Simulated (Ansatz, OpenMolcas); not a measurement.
# Exact exchange and the electronic atomisation energy of C2H3NO (Nitrosoethylene)

C2H3NO: 7 atoms, total charge 0, spin state singlet. As SMILES, `C=CN=O`. The shape is that of a PBE0-D4/def2-TZVP optimisation. This is one conformer, not always the lowest.

The electronic atomisation energy y, in eV, basis def2-SVPD; a is the functional's share of exact exchange. Programs: Ansatz 0.2.0, OpenMolcas 26.06.

| functional | program | a | y (eV) |
| --- | --- | --- | --- |
| TPSS | OpenMolcas | 0 | 29.03 |
| revPBE | Ansatz | 0 | 29.01 |
| B3LYP | Ansatz | 0.2 | 28.77 |
| r2SCAN0 | Ansatz | 0.25 | ? |
| PBE0 | Ansatz | 0.25 | 28.94 |
| BHLYP | Ansatz | 0.5 | 27.09 |

Question: Fit y = c + s·a to the known rows and predict r2SCAN0.

Answer: 
1. Means of the 5 rows: a = 0.1900, y = 28.568.
2. Σ(Δa)² = 0.172, Σ(Δa·Δy) = -0.6056, so the slope is -0.6056/0.172 = -3.5209.
3. Intercept: 28.568 − (-3.5209) × 0.1900 = 29.237. The largest residual of the fit is 0.58.
4. r2SCAN0: 29.237 + (-3.5209) × 0.25 = 28.36 eV.

The run gave 27.76 eV, so the prediction is off by +0.60 eV, about the largest residual.

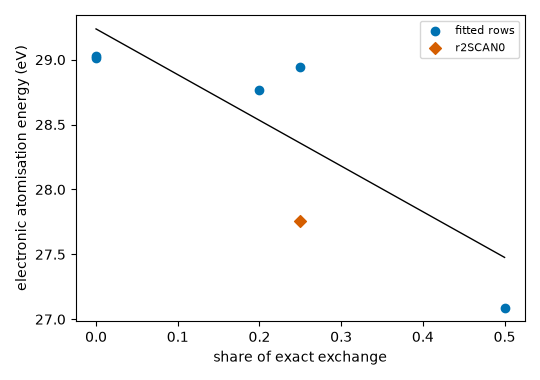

The fitted line, with the withheld row.
